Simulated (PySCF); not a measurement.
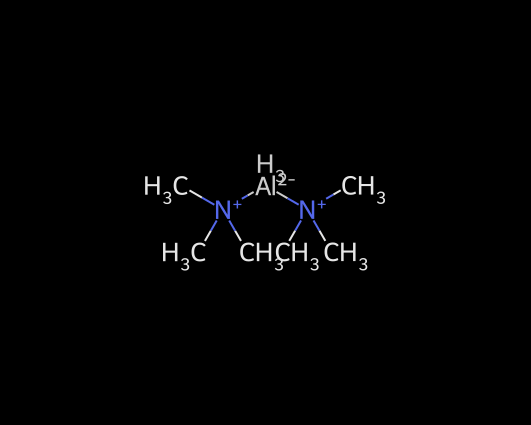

2D structure.

Question: Transcribe the drawing into SMILES.

Answer: C[N+](C)(C)[AlH3-2][N+](C)(C)C

Question: Give the formula, hydrogens included.

Answer: C6H21AlN2.

Question: An optimisation with PBE0-D3(BJ)/def2-SVP gave a structure of which point group?

Answer: D3h. Other conformers may differ.

More results for the same structure follow; atom numbers are the same in all pictures, views and colours differ. Computed geometry: PBE0-D3(BJ)/def2-SVP optimisation. No frequency run is at hand to confirm it as a minimum.

### NMR shielding

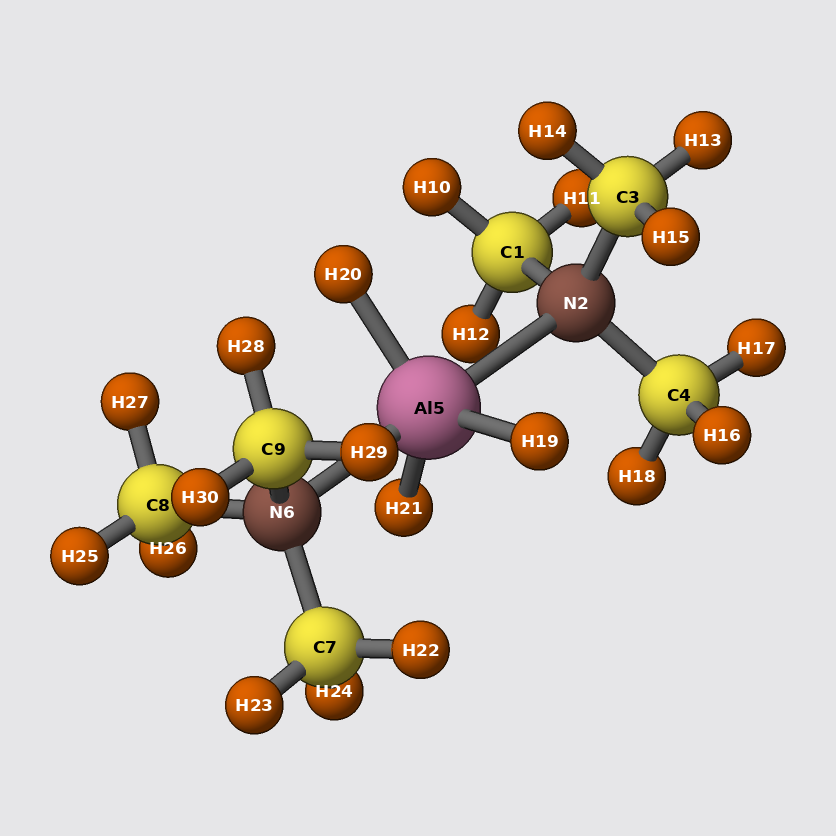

No frequency run is at hand to confirm it as a minimum. Properties computed with GIAO PBE0/pcSseg-1 NMR shielding, non-relativistic, gas phase (PySCF 2.14.0). Principal shieldings σ11 ≤ σ22 ≤ σ33, span Ω = σ33 − σ11, skew κ = 3(σiso − σ22)/Ω.

Give the shielding tensors of the C atoms.

```json
{"atom": "C1, C3, C4…", "σ11": "115.3", "σ22": "117.0", "σ33": "182.0", "σiso": "138.1", "Ω": "66.6", "κ": "0.95"}
```

Shieldings and span in ppm.

### Quadrupole coupling

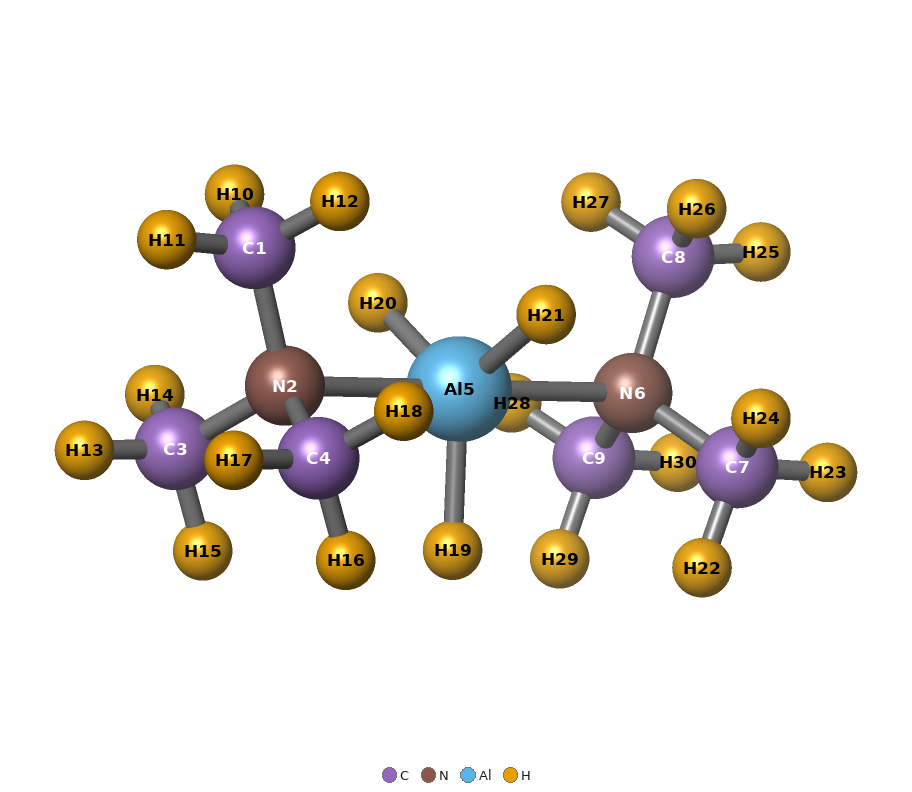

No frequency run is at hand to confirm it as a minimum. Electric field gradients from the ground-state density, PBE0/pcSseg-1 (PySCF 2.14.0), non-relativistic apart from any core potentials.

Give the largest field-gradient component, the quadrupole coupling constant and the asymmetry for 14N at N2 (Q = 20.44 mb), 27Al at Al5 (Q = 146.6 mb), 2H at H10 (Q = 2.86 mb), 2H at H11 (Q = 2.86 mb), 2H at H19 (Q = 2.86 mb).

| atom | V_zz (a.u.) | e²qQ/h (MHz) | η |
| --- | --- | --- | --- |
| N2 | −0.940 | −4.52 | 0.00 |
| Al5 | 0.678 | 23.4 | 0.00 |
| H10 | 0.286 | 0.192 | 0.06 |
| H11 | 0.277 | 0.186 | 0.07 |
| H19 | 0.097 | 0.065 | 0.11 |

### Core levels

No frequency run is at hand to confirm it as a minimum. Level of theory: delta-SCF UKS SCAN, pcX-2 on the ionised atom, pcseg-1 elsewhere, spin-free X2C (PySCF 2.14.0).

Give the core-electron binding energies (to vacuum; p and d levels without spin–orbit splitting) of C1 1s, N2 1s, Al5 1s, Al5 2p.

```json
{"atom": "C1", "level": "1s", "binding energy (eV)": "291.3"}
{"atom": "N2", "level": "1s", "binding energy (eV)": "405.4"}
{"atom": "Al5", "level": "1s", "binding energy (eV)": "1564.3"}
{"atom": "Al5", "level": "2p", "binding energy (eV)": "77.9"}
```
